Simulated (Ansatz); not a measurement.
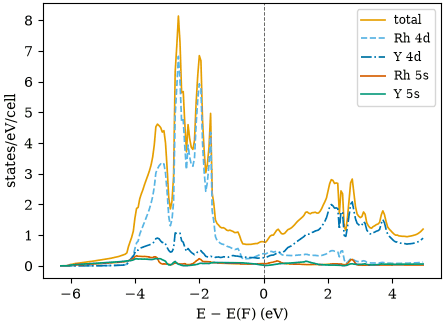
Total and projected density of states of YRh (CsCl type, Pm-3m), plane-wave PAW r²SCAN (Ansatz code)

Task: Which orbitals carry the states next to the Fermi level?

Result: Within 0.5 eV of the Fermi level: Rh 4d 44 %, Y 4d 36 %, Rh 5s 10 %, Y 5s 5 %. Projections are on Löwdin-orthogonalised atomic valence shells; empty p or d shells of many metals are not among them.

Task: Where is the tallest occupied peak in this window, and what makes it?

Result: Near -2.6 eV, about 8.1 states/eV per cell; the largest projected share is Rh 4d.

The first step of the workflow began from a Materials Project structure, measured or hypothetical; the Crystallography Open Database files this formula in space group No. 221, but the cells were not matched. Whether it is the stable phase at ambient conditions was not checked. The r²SCAN relaxation kept the symmetry of its start; whether a distortion lowers the energy is not shown. No spin polarisation was allowed. Spin–orbit coupling is left out wherever it is not named.

Potentials: the later of the program's two PAW sets.
